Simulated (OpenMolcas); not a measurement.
**UHF/ANO-RCC-VDZP (DKH2, RICD fitting, scramble 0.25) run of CH4BFO (SMILES OCBF)**

Wanted: the energy along one coordinate of CH4BFO. 

The calculation is run with OpenMolcas 26.06.

5 further runs of the same task are left out: 1 that didn't finish, 4 set aside as unsound or not needed.

## Step 1: Starting point

CH4BFO: 8 atoms, total charge 0, spin state singlet. SMILES: `OCBF`. The coordinates come from a PBE0-D4/def2-TZVP relaxation. This is one conformer, not always the lowest.

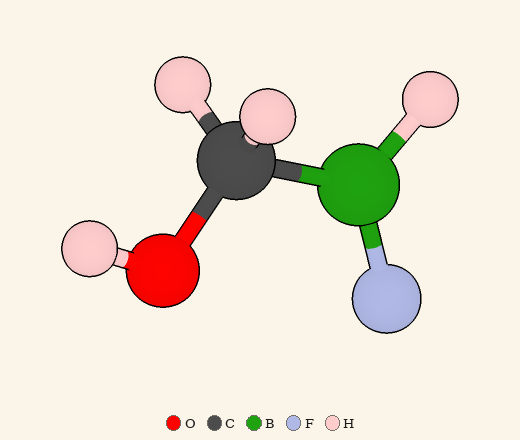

Viewed from a chosen angle; oxygen red, carbon dark grey, boron green, fluorine light blue, hydrogen pink.

## Step 2: The energy along one coordinate at UHF/ANO-RCC-VDZP (DKH2, RICD fitting, scramble 0.25)

Input file point1.xyz:

```xyz
8
R = 3.952
O      0.742376     2.491892    -0.031709
C      2.100776     2.154292     0.123991
B      2.351476     0.617292     0.213591
F     -0.622900    -1.976700     0.007200
H      0.663776     3.446792    -0.079709
H      2.545976     2.601292     1.031291
H      2.727076     2.529092    -0.705809
H      3.463876     0.183892     0.348391
```

Input file mol.input:

```
&GATEWAY
Coord=point1.xyz
Basis=ANO-RCC-VDZP
Group=NoSym
RICD
&SEWARD
&SCF
UHF
Scramble=0.25
PrOrbitals=0
>>> ForEach K in (1, 2, 3, 4, 5, 6, 7, 8, 9)
&GATEWAY
Coord=$CurrDir/point$K.xyz
Basis=ANO-RCC-VDZP
Group=NoSym
RICD
&SEWARD
&SCF
UHF
PrOrbitals=0
FileOrb=$Project.UhfOrb
>>> EndDo
```

The run is started by

```console
$ export MOLCAS_MEM=1860
$ pymolcas mol.input > mol.log
```

Output:

```text
--- Start Module: gateway ---
[...]
--- Stop Module: gateway /rc=_RC_ALL_IS_WELL_ ---
[...]
      Basis functions           76
[...]
       Convergence after  65 Iterations
[...]
::    Total SCF energy                               -239.2736559775
[...]
       Convergence after   2 Iterations
[...]
::    Total SCF energy                               -239.2736559771
[...]
--- Start Module: seward ---
[...]
--- Stop Module: seward /rc=_RC_ALL_IS_WELL_ ---
[...]
--- Start Module: scf ---
[...]
       Convergence after   9 Iterations
[...]
::    Total SCF energy                               -239.4537710366
[...]
      Total spin, S                                    -0.0000000000
[...]
      Total electronic charge=   32.000000
      Total            charge=   -0.000000
[...]
      Dipole Moment (debye):
      Origin of the operator (angstrom)=   -0.4671   -0.5538   -0.0346
                   X=  1.5663E+00               Y=  1.7676E+00               Z=  9.0086E-02           Total=  2.3634E+00
      Quadrupole Moment (debye*angstrom):
[...]
--- Stop Module: scf /rc=_RC_ALL_IS_WELL_ ---
[...]
```

Wall time 80 s (1 thread of Intel Xeon Platinum 8259CL at 2.50GHz (Skylake/Cascade Lake), shared host); peak memory 0.085 GiB.

The scan, from its lowest point:

```tsv
F4–B3 (Å)	energy (kJ/mol)
3.952	524.2
3.162	519.9
2.635	504.7
2.240	451.1
1.910	292.5
1.647	136.0
1.449	31.2
1.317	0.0
1.186	51.4
```

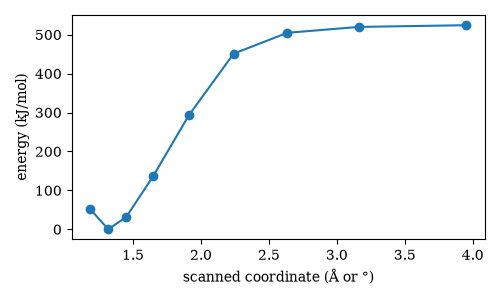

Energy along the scan.

## Step 3: Outcome

Level: UHF/ANO-RCC-VDZP (DKH2, RICD fitting, scramble 0.25).

| quantity | value |
| --- | --- |
| lowest energy of the scan | -239.47333 Eh |
